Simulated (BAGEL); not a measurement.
**A workflow on CH5FOSi (SMILES CO[SiH2]F)**

We compute the energy (HF/def2-SV(P)), then the energy (NEVPT2(2,2)/def2-SV(P)) of CH5FOSi. 

Program for the calculation: BAGEL 1.2.2.

1 further run of the same task is left out (set aside as unsound or not needed).

### 1 The structure to begin with

The species is CH5FOSi (9 atoms), meant as a singlet with charge 0. As SMILES, `CO[SiH2]F`. The Si3–F4 distance was set to 3.674 Å, away from the relaxed value. At this shape a bond of the SMILES string is far longer than usual.

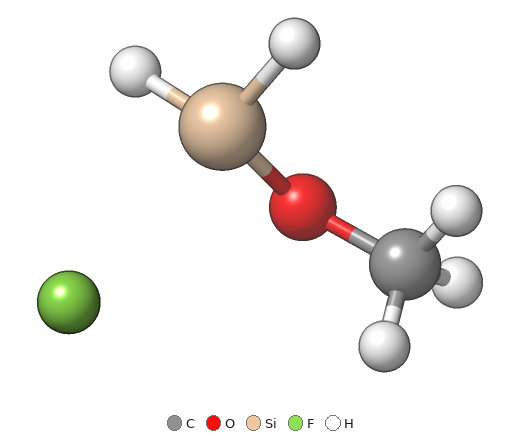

The structure, seen from a chosen angle (carbon grey, oxygen red, silicon light orange, fluorine green, hydrogen white).

### 2 The energy at HF/def2-SV(P) (density fitting with svp-jkfit) (run 1)

hf.json

```json
{ "bagel": [

{
  "title": "molecule",
  "basis": "def2-sv_p_.json",
  "df_basis": "svp-jkfit",
  "angstrom": "true",
  "geometry": [
    { "atom": "C", "xyz": [      -1.623218,       2.109441,       0.572589 ] },
    { "atom": "O", "xyz": [      -2.086618,       0.894541,       1.122989 ] },
    { "atom": "Si", "xyz": [      -1.174118,      -0.168959,       1.940889 ] },
    { "atom": "F", "xyz": [       1.202000,      -1.865200,      -0.290100 ] },
    { "atom": "H", "xyz": [      -1.153418,       1.937741,      -0.399811 ] },
    { "atom": "H", "xyz": [      -2.478918,       2.772341,       0.437989 ] },
    { "atom": "H", "xyz": [      -0.899618,       2.602241,       1.231989 ] },
    { "atom": "H", "xyz": [      -2.091218,      -1.182959,       2.492889 ] },
    { "atom": "H", "xyz": [      -0.350618,       0.524541,       2.961289 ] }
  ]
},

{ "title": "hf" },

{ "title": "print", "file": "orbitals.molden", "orbitals": "true" }

]}
```

The basis set def2-SV(P) is read from a file made from the Basis Set Exchange's data (not shown).

The run is started by

```
BAGEL_NUM_THREADS=1 BAGEL hf.json > hf.out
```

Output:

```text
* using 1 threads per process

  ===============================================================
  ===============================================================

  *** Geometry ***

  { "atom" : "C", "xyz" : [     -3.067437,      3.986266,      1.082036 ] },
  { "atom" : "O", "xyz" : [     -3.943137,      1.690437,      2.122142 ] },
  { "atom" : "Si", "xyz" : [     -2.218761,     -0.319286,      3.667749 ] },
  { "atom" : "F", "xyz" : [      2.271451,     -3.524717,     -0.548210 ] },
  { "atom" : "H", "xyz" : [     -2.179644,      3.661800,     -0.755533 ] },
  { "atom" : "H", "xyz" : [     -4.684476,      5.238965,      0.827679 ] },
  { "atom" : "H", "xyz" : [     -1.700032,      4.917523,      2.328122 ] },
  { "atom" : "H", "xyz" : [     -3.951829,     -2.235469,      4.710877 ] },
  { "atom" : "H", "xyz" : [     -0.662572,      0.991239,      5.596025 ] },

  Number of auxiliary basis functions:      447

  Since a DF basis is specified, we compute 2- and 3-index integrals:
    o Being stored without compression. Storage requirement is 0.018 GB

  Number of basis functions:       70
  Number of electrons      :       42

    * METHOD: MOLECULE                             0.36

  *** RHF ***

  === Nuclear Repulsion ===
   147.3737707104

      * DIIS with orbital gradients will be used.

  === RHF iteration (def2-sv_p_.json) ===
      0       -503.20732279          0.02415434           0.08
      1       -502.25417567          0.03382384           0.08
      2       -503.43728932          0.01208036           0.08
      3       -503.49968153          0.00626610           0.07
      4       -503.52537931          0.00252655           0.08
      5       -503.53405454          0.00104927           0.08
      6       -503.53810990          0.00068414           0.07
      7       -503.53884384          0.00028025           0.06
      8       -503.53898921          0.00006346           0.08
      9       -503.53899630          0.00003164           0.08
     10       -503.53899779          0.00002009           0.08
     11       -503.53899896          0.00001368           0.06
     12       -503.53899995          0.00000931           0.08
     13       -503.53900030          0.00000448           0.08
     14       -503.53900045          0.00000158           0.08
     15       -503.53900045          0.00000058           0.08
     16       -503.53900045          0.00000028           0.08
     17       -503.53900045          0.00000014           0.07
     18       -503.53900045          0.00000008           0.06
     19       -503.53900045          0.00000004           0.06
     20       -503.53900045          0.00000002           0.06
     21       -503.53900045          0.00000001           0.06
    * SCF iteration converged.

    * Permanent dipole moment:
           (    2.700637,    -2.830629,    -2.621386) a.u.

    * METHOD: HF                                   1.85

    * METHOD: PRINT                                0.01

  ===============================================================
```

Wall time 2.4 s (1 thread of Intel Xeon Platinum 8259CL at 2.50GHz (Skylake/Cascade Lake), shared host); peak memory 0.15 GiB.

### 3 A single-point energy at NEVPT2(2,2)/def2-SV(P) (density fitting with svp-jkfit) (run 2)

nevpt2.json

```json
{ "bagel": [

{
  "title": "molecule",
  "basis": "def2-sv_p_.json",
  "df_basis": "svp-jkfit",
  "angstrom": "true",
  "geometry": [
    { "atom": "C", "xyz": [      -1.623218,       2.109441,       0.572589 ] },
    { "atom": "O", "xyz": [      -2.086618,       0.894541,       1.122989 ] },
    { "atom": "Si", "xyz": [      -1.174118,      -0.168959,       1.940889 ] },
    { "atom": "F", "xyz": [       1.202000,      -1.865200,      -0.290100 ] },
    { "atom": "H", "xyz": [      -1.153418,       1.937741,      -0.399811 ] },
    { "atom": "H", "xyz": [      -2.478918,       2.772341,       0.437989 ] },
    { "atom": "H", "xyz": [      -0.899618,       2.602241,       1.231989 ] },
    { "atom": "H", "xyz": [      -2.091218,      -1.182959,       2.492889 ] },
    { "atom": "H", "xyz": [      -0.350618,       0.524541,       2.961289 ] }
  ]
},

{
  "title": "hf"
},

{
  "title": "nevpt2",
  "nstate": 1,
  "nact": 2,
  "nclosed": 20,
  "nspin": 0,
  "active": [21, 22],
  "maxiter": 200,
  "natocc": "true",
  "ncore": 8
},

{
  "title": "print",
  "file": "orbitals.molden",
  "orbitals": "true"
}

]}
```

The basis set def2-SV(P) is read from a file made from the Basis Set Exchange's data (not shown).

The run is started by

```
BAGEL_NUM_THREADS=1 BAGEL nevpt2.json > nevpt2.out
```

Output:

```text
* using 1 threads per process

  ===============================================================
  ===============================================================

  *** Geometry ***

  { "atom" : "C", "xyz" : [     -3.067437,      3.986266,      1.082036 ] },
  { "atom" : "O", "xyz" : [     -3.943137,      1.690437,      2.122142 ] },
  { "atom" : "Si", "xyz" : [     -2.218761,     -0.319286,      3.667749 ] },
  { "atom" : "F", "xyz" : [      2.271451,     -3.524717,     -0.548210 ] },
  { "atom" : "H", "xyz" : [     -2.179644,      3.661800,     -0.755533 ] },
  { "atom" : "H", "xyz" : [     -4.684476,      5.238965,      0.827679 ] },
  { "atom" : "H", "xyz" : [     -1.700032,      4.917523,      2.328122 ] },
  { "atom" : "H", "xyz" : [     -3.951829,     -2.235469,      4.710877 ] },
  { "atom" : "H", "xyz" : [     -0.662572,      0.991239,      5.596025 ] },

  Number of auxiliary basis functions:      447

  Since a DF basis is specified, we compute 2- and 3-index integrals:
    o Being stored without compression. Storage requirement is 0.018 GB

  Number of basis functions:       70
  Number of electrons      :       42

    * METHOD: MOLECULE                             0.35

  *** RHF ***

  === Nuclear Repulsion ===
   147.3737707104

      * DIIS with orbital gradients will be used.

  === RHF iteration (def2-sv_p_.json) ===
      0       -503.20732279          0.02415434           0.08
      1       -502.25417567          0.03382384           0.08
      2       -503.43728932          0.01208036           0.07
      3       -503.49968153          0.00626610           0.07
      4       -503.52537931          0.00252655           0.07
      5       -503.53405454          0.00104927           0.08
      6       -503.53810990          0.00068414           0.07
      7       -503.53884384          0.00028025           0.07
      8       -503.53898921          0.00006346           0.07
      9       -503.53899630          0.00003164           0.08
     10       -503.53899779          0.00002009           0.07
     11       -503.53899896          0.00001368           0.07
     12       -503.53899995          0.00000931           0.07
     13       -503.53900030          0.00000448           0.07
     14       -503.53900045          0.00000158           0.07
     15       -503.53900045          0.00000058           0.07
     16       -503.53900045          0.00000028           0.07
     17       -503.53900045          0.00000014           0.08
     18       -503.53900045          0.00000008           0.07
     19       -503.53900045          0.00000004           0.07
     20       -503.53900045          0.00000002           0.07
     21       -503.53900045          0.00000001           0.07
    * SCF iteration converged.

    * Permanent dipole moment:
           (    2.700637,    -2.830629,    -2.621386) a.u.

    * METHOD: HF                                   1.88

    * freezing 8 orbitals
  ---------------------------
      CASSCF calculation
  ---------------------------

    ==== Active orbitals : =====
         Orbital 21
         Orbital 22
    ============================

    * nstate   :      1
    * nclosed  :     20
    * nact     :      2
    * nvirt    :     48
  === CASSCF iteration (def2-sv_p_.json) ===

    * Using the second-order algorithm

      0  0      -503.57360001     2.56e-02      0.02

      1  0      -503.63293935     5.81e-03      0.49

      2  0      -503.63937871     2.42e-03      0.54

      3  0      -503.64049382     8.70e-04      0.59

      4  0      -503.64064130     2.99e-04      0.57

      5  0      -503.64065897     1.02e-04      0.56

      6  0      -503.64066102     3.44e-05      0.59

      7  0      -503.64066125     1.16e-05      0.61

      8  0      -503.64066128     3.93e-06      0.58

      9  0      -503.64066128     1.33e-06      0.46

     10  0      -503.64066128     4.50e-07      0.42

     11  0      -503.64066128     1.52e-07      0.42

     12  0      -503.64066128     5.14e-08      0.50

     13  0      -503.64066128     1.74e-08      0.37

     14  0      -503.64066128     5.89e-09      0.27

    * Second-order optimization converged. *

     guess   0:   closed 1.                   open ..

  === FCI iteration ===

      0  0      -503.45117417     1.43e-01      0.00
      1  0      -503.60113361     4.95e-02      0.00
      2  0 *    -503.64066128     6.59e-16      0.00

     * ci vector, state   0, <S^2> = 0.0000
       2.    -0.7959915171
       .2     0.6053077769

  === DF-NEVPT2 calculation ===

    * 3-index integral transformation done
    * assembly done

      NEVPT2 correlation energy:   -0.5184421543      0.15

          (+0)     -0.4368787142
          (+0)'    -0.0124837669
          (+1)     -0.0191655098
          (+1)'    -0.0000000000
          (+2)     -0.0001022547
          (-1)     -0.0495738664
          (-1)'     0.0000000000
          (-2)     -0.0002380424

      NEVPT2 total energy:       -504.1591034380

    * METHOD: NEVPT2                               7.43

    * METHOD: PRINT                                0.01

  ===============================================================
```

Run time: 9.9 s. Hardware: 1 thread of Intel Xeon Platinum 8259CL at 2.50GHz (Skylake/Cascade Lake), shared host; peak memory 0.15 GiB.

### 4 Summary of results

| quantity | value |
| --- | --- |
| run 1, HF/def2-SV(P): total energy | -503.53900 Eh |
| run 1, HF/def2-SV(P): dipole moment | 11.97 D |
| run 1, HF/def2-SV(P): HOMO energy | -8.45 eV |
| run 1, HF/def2-SV(P): LUMO energy | -1.91 eV |
| run 1, HF/def2-SV(P): HOMO–LUMO gap | 6.55 eV |
| run 2, NEVPT2(2,2)/def2-SV(P): total energy | -504.15910 Eh |

**Reading.** One bond (run 1, HF/def2-SV(P)) is far stretched, which a spin-restricted single reference describes badly; a broken-symmetry solution may lie lower.
